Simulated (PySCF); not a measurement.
Molecule: SMILES [NH+]#C (CH2N (cation, charge +1)). Atoms near the plane z = 0.0 Å, at the PBE0/def2-SVP optimised geometry (x, y, z in Å): C1 (0.5, 0.0, 0.0), N2 (-0.6, 0.0, 0.0), H3 (1.6, 0.0, 0.0), H4 (-1.6, 0.0, 0.0).

Calculation: PySCF 2.14.0 with PBE0/def2-TZVP. Cells within 0.4 Å of a nucleus heavier than hydrogen are left out (blank, or x). The values are rescaled to run from 0 to 1.

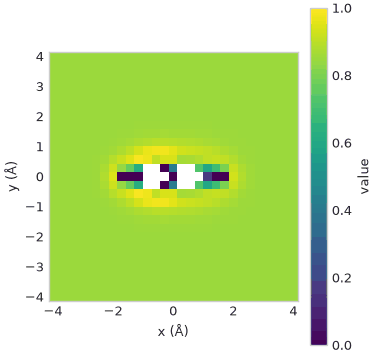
Fig. 1. a field on the plane z = 0.0 Å.

Which quantity is mapped?
A. Laplacian of the electron density
B. electron localisation function
C. electrostatic potential
D. log10 of the electron density

A, Laplacian of the electron density. In full: Laplacian of the electron density (e/bohr⁵), clipped to [-1.50, 1.50].
